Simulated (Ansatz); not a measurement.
**SiH2ClO (SMILES O[SiH]Cl) at UCCSD(T)/def2-TZVP**

Aim: the electronic atomisation energy of SiH2ClO at UCCSD(T)/def2-TZVP, from 5 runs. 

The calculation is run with Ansatz 0.2.0.

33 further runs of the same task are left out: 33 set aside as unsound or not needed. Runs told in other sessions of the task aren't counted.

## Step 1: Starting point

SiH2ClO has 5 atoms, charge 0, and is taken as a doublet. SMILES: `O[SiH]Cl`. The coordinates come from a PBE0-D4/def2-TZVP relaxation. This is one conformer, not always the lowest.

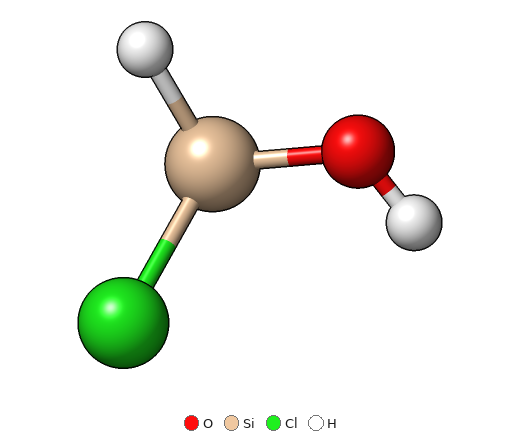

Viewed from a chosen angle; oxygen red, silicon light orange, chlorine green, hydrogen white.

## Step 2: The energy at UCCSD(T)/def2-TZVP

Contents of job.yaml:

```yaml
crystal:
  periodic: [false, false, false]
  atoms:
    - {symbol: O, position_ang: [-0.806100, -0.432000, -0.746500]}
    - {symbol: Si, position_ang: [-0.092300, 0.479800, 0.414000]}
    - {symbol: Cl, position_ang: [1.606600, -0.440800, 1.143600]}
    - {symbol: H, position_ang: [-1.024100, -1.343200, -0.540000]}
    - {symbol: H, position_ang: [0.316000, 1.736300, -0.271100]}
basis:
  gaussian: {orbitals: def2-TZVP}
accuracy: high
magnetization: {spin_polarized: true, initial_magnetization: 1}
correlation: {method: ccsd_t, frozen_orbitals: {Cl: 5, H: 0, O: 1, Si: 5}}
total_charge: 0
scf: {omitted_lower_state_checks: [cluster_reference, increment]}
```

The run is started by

```sh
ansatz run job.yaml --threads 1 --pin off --max-ram 2610MiB --events-out events.jsonl --progress --plain --runs-dir runs
```

What it wrote:

```text
Warning: RAYON_NUM_THREADS=1 ignored (pool sized by the plan → 1); use --threads N
[... 12 lines left out ...]
11 core orbitals not correlated: weight in the atoms' cores, before any rotation towards them, 1.000 or more for the frozen orbitals, at most 0.000 for the correlated occupied ones
[... 26 lines left out ...]
Total energy: -22453.43056765 eV, -825.1483538791 hartree
Checks for a lower state left out: cluster_reference, increment
```

It took 1.8 min on 1 thread of Arm Neoverse V1, shared host; peak memory 2 GiB.

## Step 3: The Cl atom at the same level

Contents of molecule.yaml:

```yaml
basis:
  gaussian:
    orbitals: def2-TZVP
crystal:
  periodic: [false, false, false]
  atoms:
    - {symbol: Cl, position_ang: [0.000000, 0.000000, 0.000000]}
magnetization:
  spin_polarized: true
  initial_magnetization: 1
correlation:
  method: ccsd_t
  frozen_orbitals: {Cl: 5}
accuracy: high
scf:
  omitted_lower_state_checks: [cluster_reference, increment]
```

Run the same way, it converges to -459.66200 Eh (log not shown).

## Step 4: The H atom: the energy at UHF/def2-TZVP

Contents of input.yaml:

```yaml
crystal:
  periodic: [false, false, false]
  atoms:
    - {symbol: H, position_ang: [0.000000, 0.000000, 0.000000]}
basis:
  gaussian:
    orbitals: def2-TZVP
accuracy: high
hamiltonian:
  xc: hf
total_charge: 0
magnetization:
  spin_polarized: true
  initial_magnetization: 1
```

Run the same way, it converges to -0.49981 Eh (log not shown).

## Step 5: The O atom, same level

Contents of run.yaml:

```yaml
crystal:
  periodic: [false, false, false]
  atoms:
    - {symbol: O, position_ang: [0.000000, 0.000000, 0.000000]}
basis:
  gaussian:
    orbitals: def2-TZVP
magnetization:
  spin_polarized: true
  initial_magnetization: 2
total_charge: 0
correlation:
  method: ccsd_t
  frozen_orbitals: {O: 1}
accuracy: high
scf:
  omitted_lower_state_checks: [cluster_reference, increment]
```

Run the same way, it converges to -74.97675 Eh (log not shown).

## Step 6: The Si atom, same level

Contents of input.yaml:

```yaml
crystal:
  periodic: [false, false, false]
  atoms:
    - symbol: Si
      position_ang: [0.000000, 0.000000, 0.000000]
basis:
  gaussian:
    orbitals: def2-TZVP
magnetization:
  spin_polarized: true
  initial_magnetization: 2
correlation:
  method: ccsd_t
  frozen_orbitals: {Si: 5}
accuracy: high
scf:
  omitted_lower_state_checks: [cluster_reference, increment]
```

Run the same way, it converges to -288.92674 Eh (log not shown).

## Step 7: Outcome

Level: UCCSD(T)/def2-TZVP, 11 core orbitals frozen.

| quantity | value |
| --- | --- |
| molecule: total energy | -825.14835 Eh |
| molecule: correlation energy (11 core orbitals frozen) | -568.8 mEh |
| molecule: (T) correction | -20.89 mEh |
| molecule: ⟨S²⟩ of the reference determinant | 0.755 |
| molecule: T1 diagnostic | 0.014 |
| Cl atom: total energy | -459.66200 Eh |
| Cl atom: correlation energy (5 core orbitals frozen) | -185.2 mEh |
| Cl atom: (T) correction | -5.69 mEh |
| Cl atom: ⟨S²⟩ of the reference determinant | 0.760 |
| Cl atom: T1 diagnostic | 0.007 |
| H atom: total energy | -0.49981 Eh |
| H atom: ⟨S²⟩ | 0.750 |
| O atom: total energy | -74.97675 Eh |
| O atom: correlation energy (1 core orbital frozen) | -161.1 mEh |
| O atom: (T) correction | -2.85 mEh |
| O atom: ⟨S²⟩ of the reference determinant | 2.008 |
| O atom: T1 diagnostic | 0.006 |
| Si atom: total energy | -288.92674 Eh |
| Si atom: correlation energy (5 core orbitals frozen) | -76.0 mEh |
| Si atom: (T) correction | -2.42 mEh |
| Si atom: ⟨S²⟩ of the reference determinant | 2.015 |
| Si atom: T1 diagnostic | 0.012 |
| electronic atomisation energy | 15.871 eV |

What this shows: Taking the molecule apart into free atoms costs 15.87 eV (1531 kJ/mol), before zero-point energy and without spin-orbit coupling. The triples (molecule) make up 3.7 % of the correlation energy. The triples (Cl atom) make up 3.1 % of the correlation energy. The triples (O atom) make up 1.8 % of the correlation energy. The triples (Si atom) make up 3.2 % of the correlation energy.
